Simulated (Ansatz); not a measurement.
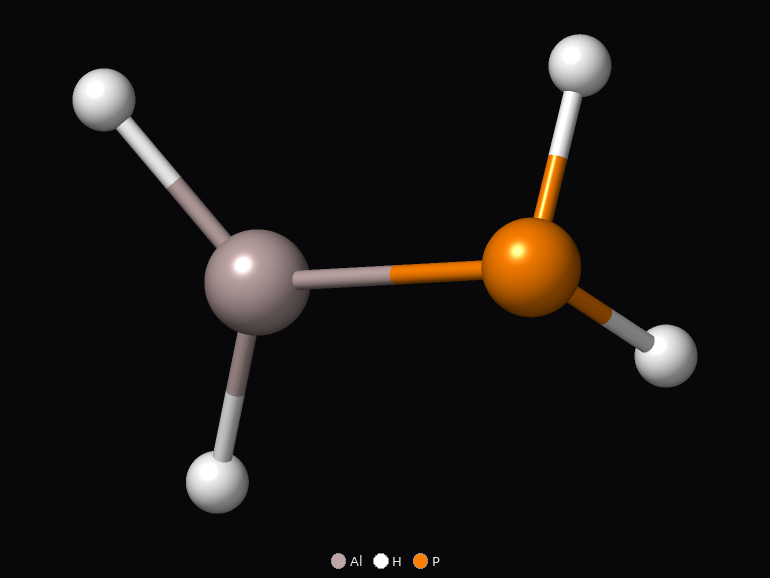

Sticks follow a distance rule. Harmonic vibrations computed with RKS PBE0-D4/def2-TZVP (Ansatz 0.2.0) at a stationary point of the same level.

Q: How many imaginary frequencies does it have?

A: A minimum: no imaginary frequency, and the lowest mode lies at 201 cm⁻¹.

Q: List the wavenumbers.

A: 12 modes: 201, 364, 408, 425, 615, 659, 774, 1086, 1920, 1932, 2406, 2420 cm⁻¹.
